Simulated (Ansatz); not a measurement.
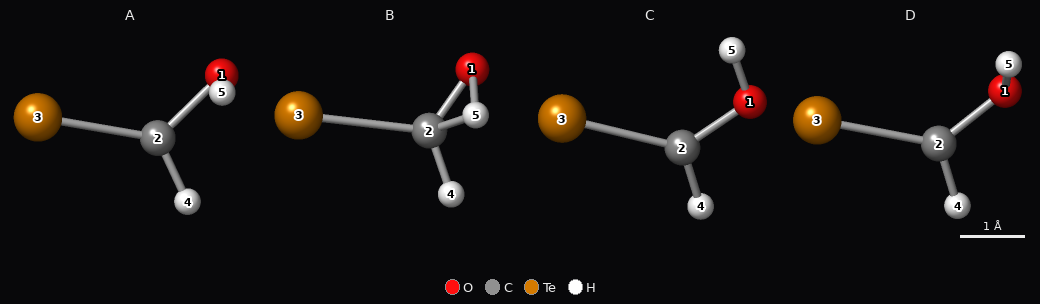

4 geometries from one relaxation of CH$_{2}$OTe, in shuffled order. A ball-and-stick model, seen face on.

The run prepares an end point of a later path (hydrogen shift) calculation, from a guessed geometry.

Theory: Ansatz, RKS CAM-B3LYP/def2-SVP. Settings: no spin polarisation; force threshold 0.02 eV/Å; at most 50 steps.

Q: Order the frames from highest to lowest energy.

A: B, A, D, C. They are steps 0, 3, 8, 15, at +104.0 kcal/mol, +37.9 kcal/mol, +10.6 kcal/mol relative to the last. After 13 accepted moves (15 points after the start) the energy has fallen by 104.0 kcal/mol. The largest force component goes from 14 to 0.0065 eV/Å. The line search rejected the trial steps at points 5, 13 of the run. The atom that moves furthest after the best rigid fit is H5 (1.02 Å). By element the largest moves are H 1.02 Å, O 0.71 Å, C 0.29 Å, Te 0.10 Å. Among the contacts that change: C2–H5 1.090 → 1.871 Å, O1–H5 1.152 → 0.975 Å, O1–C2 1.179 → 1.311 Å, C2–Te3 2.090 → 1.985 Å. Bonds break: C2–H5 (1.09 → 1.87 Å). Among the angles between lasting bonds that change: C2–O1–H5 55.7° → 109.0°, O1–C2–H4 124.9° → 110.7°, O1–C2–Te3 119.0° → 126.7°. Groups turn about O1–C2 by about 110°. The run took 47 s on 1 thread of Arm Neoverse V1 (shared host), peak memory 0.14 GiB.
